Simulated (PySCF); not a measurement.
Consider HCl (charge −1, doublet).

```xyz
2

H     0.0000    0.0000   -1.3384
Cl    0.0000    0.0000    0.0386
```

Computed with PBE0/aug-cc-pVDZ(-PP), non-relativistic Hamiltonian with scalar-relativistic core potentials where named, at a bond length of 1.377 Å (PySCF).

> Predict the electron density, electron localisation function and spin density between the atoms.

Cl–H (1.38 Å): ρ is about 1.7 e/Å³ halfway; the ELF climbs to about 1 towards the hydrogen, as it does in any bond to H: an ordinary covalent bond to hydrogen.
The unpaired spin (1 electron) lies mostly on H1 (about 0.7) and Cl2 (about 0.3), in electrons by Hirshfeld's partition.

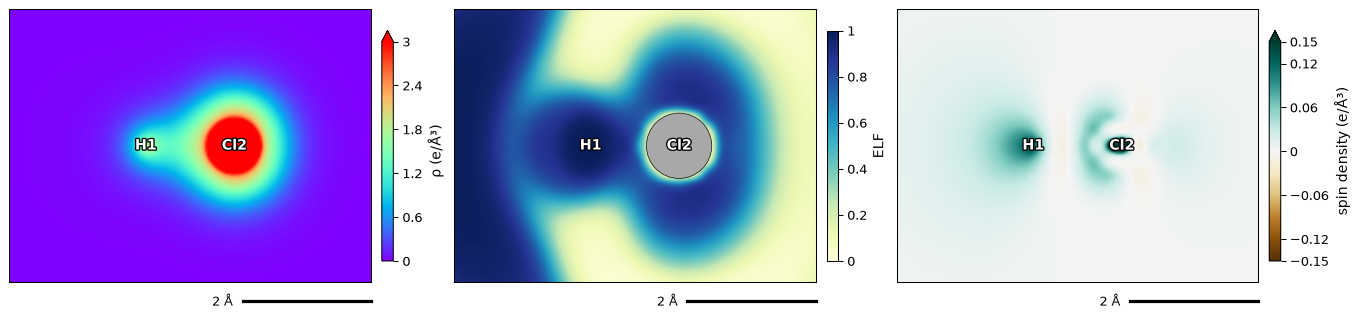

Computed electron density, electron localisation function and spin density on a plane that holds the molecular axis, in this order. Grey discs cover the atomic cores in the ELF map. 
